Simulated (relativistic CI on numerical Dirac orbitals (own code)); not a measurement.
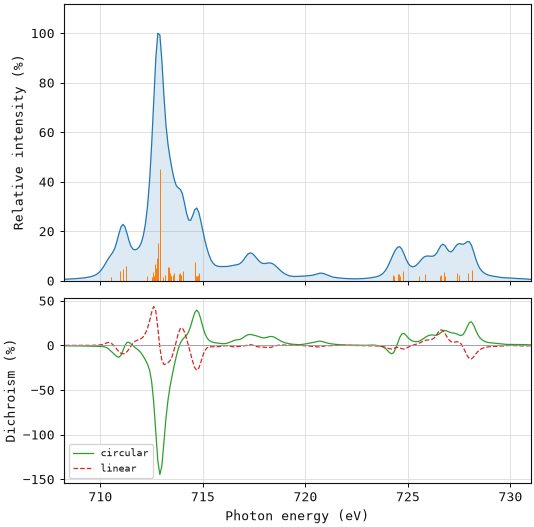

Computed core-level spectrum (absorption) of an ion of charge +3 in a field of D3d symmetry with 10Dq = 11,400, Dσ = 510, Dτ = 50 cm⁻¹. Sticks are the strongest transitions, on a scale of their own. Multiplet model: relativistic Dirac–Coulomb–Breit theory, one configuration a step, Slater integrals scaled by 0.9, 300 K, Voigt broadening (Lorentzian 0.4 eV, Gaussian 0.3 eV full widths), computed with a radial Dirac CI code. Dichroism is for the ground state at zero temperature, magnetised by an exchange field of 10 meV on Sz (linear: z less the mean of x and y).

**Which element and which edge or line is it?**

L₂,₃ X-ray absorption of Fe³⁺ (iron, Z = 26), initial configuration [Ar] 3d⁵. The main maxima lie at 711.1 eV (23), 712.8 eV (100), 714.7 eV (29), 717.3 eV (11), 724.6 eV (14), 726.7 eV (15) and 727.9 eV (16), heights in % of the largest; the centroid is at 716.5 eV. The lower edge holds 0.78 of the intensity (branching ratio, edges parted at 722 eV, split at the minimum of the curve and uncertain by about 0.02), and the core spin-orbit splitting of the orbitals is 13.0 eV. The ground state has S = 2.50. The circular dichroism (Δm = −1 less Δm = +1) is largest at 712.9 eV, −145 % of the isotropic maximum; its integrals over the lower and upper edge are −0.071 and 0.067 of the sum over the three polarisations. The magnetised ground state has ⟨Lz⟩ = 0.00 and ⟨Sz⟩ = −2.50.

Note: free-ion energies, so absolute edge positions are off by a few eV from solids.
